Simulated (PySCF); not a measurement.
System: C2H10B3N3 (SMILES CB1[NH+]BNBN1C) (charge +1, doublet).

The calculation's input:

```
{"job": {"kind": "epr", "basis": "pcH-1"}, "charge": 1, "multiplicity": 2}
C     -0.121681     2.106352     0.685623
B      0.275706     0.685468     0.099432
N      1.593604     0.463108    -0.361146
B      2.061757    -0.849698    -0.600611
N      1.134633    -1.918889    -0.542522
B     -0.202456    -1.765108    -0.125579
N     -0.659196    -0.407645     0.037596
C     -2.065962    -0.149785     0.044815
H     -0.919850     2.040461     1.419722
H     -0.463244     2.727660    -0.143458
H      0.715461     2.626479     1.141752
H      2.248703     1.231467    -0.361519
H      3.208557    -1.043621    -0.741700
H      1.444743    -2.849778    -0.785476
H     -0.924380    -2.671764    -0.002193
H     -2.383327     0.100242     1.067259
H     -2.632350    -1.027523    -0.263783
H     -2.319475     0.708893    -0.579870
```

Command:

```sh
OMP_NUM_THREADS=1 python probes_run.py task.json out
```

Geometry: GFN2-xTB.

The calculation used UKS B3LYP, pcH-1 on B C H N, non-relativistic, mean-field spin-orbit, GIAO in PySCF 2.14.0, density-fitted response routines.

Predict the electron density, electron localisation function and spin density between the atoms.

B–N (1.41 Å): ρ at the midpoint is about 1.9 e/Å³; the ELF peaks at about 0.95 between the atoms; a short, strongly polar bond.
C–B (1.59 Å): ρ at the midpoint is about 1.4 e/Å³; the ELF peaks at about 1 between the atoms; a shared electron pair.
N–H (1.01 Å): ρ is about 2.9 e/Å³ halfway; the ELF climbs to about 1 towards the hydrogen, as it does in any bond to H; a covalent bond by its length.
B–H (1.17 Å): ρ at the midpoint is about 1.4 e/Å³; the ELF climbs to about 1 towards the hydrogen: a covalent bond by its length.
The unpaired spin (1 electron) lies mostly on N7 (about 0.5) and N5 (about 0.1), in electrons by Hirshfeld's partition.

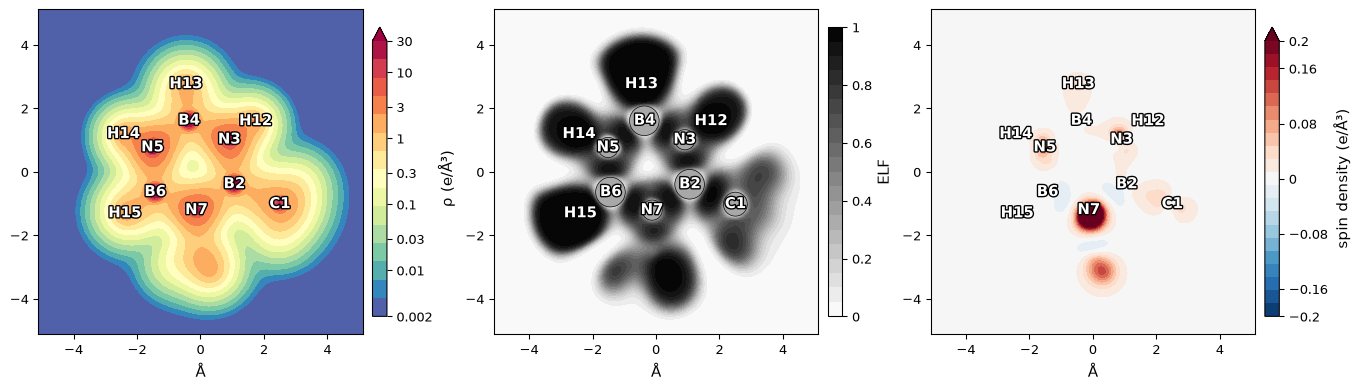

Computed electron density, electron localisation function and spin density on the plane of atoms B4, N5 and H14, in this order. Grey discs cover the atomic cores in the ELF map. 
